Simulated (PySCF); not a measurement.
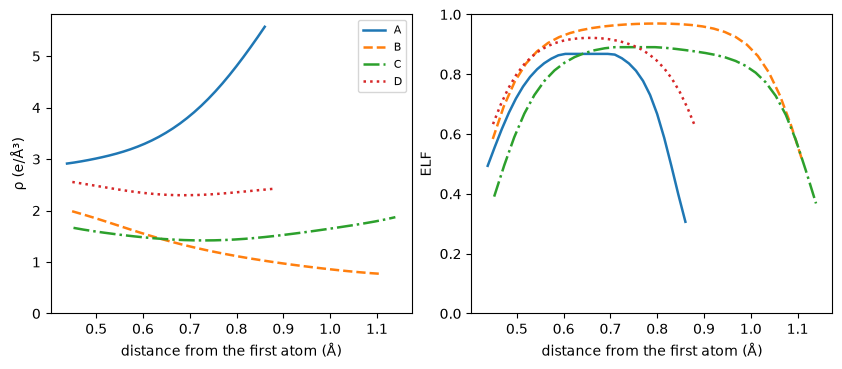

*C$_{6}$H$_{11}$ClO$_{2}$Si. Electron density and electron localisation function along straight lines between neighbouring atoms. The curves leave out the atomic cores.*

Geometry: GFN2-xTB.

Theory: PBE0/pcSseg-1, SCF density, gas phase, non-relativistic in PySCF 2.14.0.

Input file:

```
{"job": {"kind": "nmr", "xc": "PBE0", "basis": "pcSseg-1"}, "charge": 0, "multiplicity": 1}
C     -3.927159    -0.543818    -0.112975
C     -3.331418     0.855192    -0.048188
O     -1.989739     0.865997    -0.535309
C     -1.037543     0.471477     0.304376
O     -1.221760     0.150473     1.453554
C      0.310965     0.462366    -0.323383
Cl     0.395415     1.012296    -1.950721
C      1.396386     0.038214     0.318300
Si     3.107596    -0.022198    -0.478049
C      4.297162    -0.777850     0.790616
H     -3.398710    -1.203143     0.571385
H     -3.843101    -0.940526    -1.121992
H     -4.975170    -0.509522     0.169697
H     -3.870271     1.547053    -0.698075
H     -3.339486     1.224002     0.982632
H      1.235280    -0.286601     1.337203
H      3.511590     1.343478    -0.828113
H      3.027065    -0.863444    -1.676856
H      4.383577    -0.158377     1.678916
H      3.968930    -1.763897     1.107315
H      5.291468    -0.884230     0.368604
```

Run with:

```sh
OMP_NUM_THREADS=1 python probes_run.py task.json out
```

Q: Which curve belongs to which contact (C–C, C–Cl, C–O and C–Si)? The first atom named is at distance zero.

A: Curve A: C–O (1.21 Å): the density is about 3.3 e/Å³ at the midpoint; the ELF peaks at about 0.85 between the atoms (a short, multiple covalent bond). Curve B: C–Si (1.89 Å): ρ at the midpoint is about 0.92 e/Å³; the ELF peaks at about 0.95 between the atoms, as expected for localised, covalent bonding. Curve C: C–Cl (1.72 Å): ρ is about 1.5 e/Å³ halfway; the ELF peaks at about 0.90 between the atoms: a covalent bond. Curve D: C–C (1.33 Å): the density is about 2.3 e/Å³ at the midpoint; the ELF peaks at about 0.90 between the atoms: a multiple bond.
